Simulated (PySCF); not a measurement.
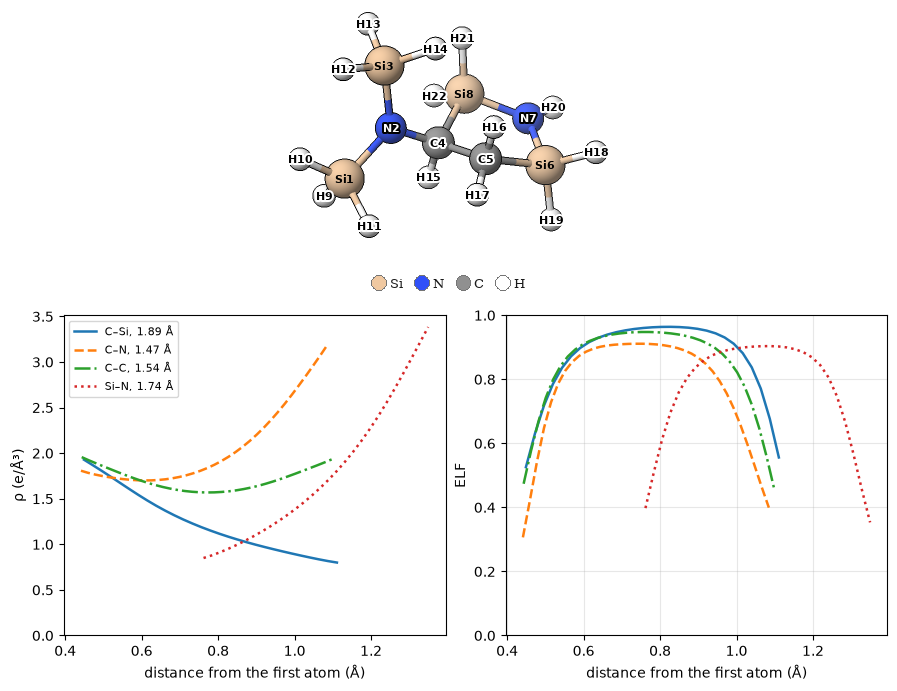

*C$_{2}$H$_{14}$N$_{2}$Si$_{4}$. Electron density and ELF along straight lines between neighbouring atoms. The curves leave out the atomic cores. The structure is drawn too.*

Geometry: PBE0-D3(BJ)/def2-SVP.

Computed with PBE0/pcSseg-1, SCF density, gas phase, non-relativistic in PySCF 2.14.0.

Input

```
{"job": {"kind": "nmr", "xc": "PBE0", "basis": "pcSseg-1"}, "charge": 0, "multiplicity": 1}
Si    -2.364060    -1.695437     0.320030
N     -1.541891    -0.172156     0.089152
Si    -2.308923     1.389233     0.269557
C     -0.102564    -0.289516    -0.188336
C      0.799007    -0.114123     1.049053
Si     2.590227    -0.008164     0.453881
N      2.303209     0.718615    -1.109456
Si     0.627034     0.818363    -1.569651
H     -2.296926    -2.527932    -0.923525
H     -3.790745    -1.429600     0.663304
H     -1.722331    -2.495426     1.412725
H     -3.589534     1.180936     1.005536
H     -2.617327     2.051211    -1.037589
H     -1.428230     2.317647     1.044592
H      0.084983    -1.307242    -0.589335
H      0.555133     0.839048     1.550022
H      0.630856    -0.915805     1.787064
H      3.452040     0.833646     1.341245
H      3.240528    -1.355734     0.358573
H      3.055318     1.024082    -1.716681
H      0.070126     2.208468    -1.516675
H      0.356964     0.280988    -2.938575
```

Command:

```sh
OMP_NUM_THREADS=1 python probes_run.py task.json out
```

### What can be read from the curves?

C–Si (1.89 Å): the density is about 0.95 e/Å³ at the midpoint; the ELF peaks at about 0.95 between the atoms: a covalent bond.
C–N (1.47 Å): ρ at the midpoint is about 1.8 e/Å³; the ELF peaks at about 0.90 between the atoms (localised, covalent bonding).
C–C (1.54 Å): ρ at the midpoint is about 1.6 e/Å³; the ELF peaks at about 0.95 between the atoms, as expected for localised, covalent bonding.
Si–N (1.74 Å): the density is about 1 e/Å³ at the midpoint; the ELF peaks at about 0.90 between the atoms (a polar covalent bond).
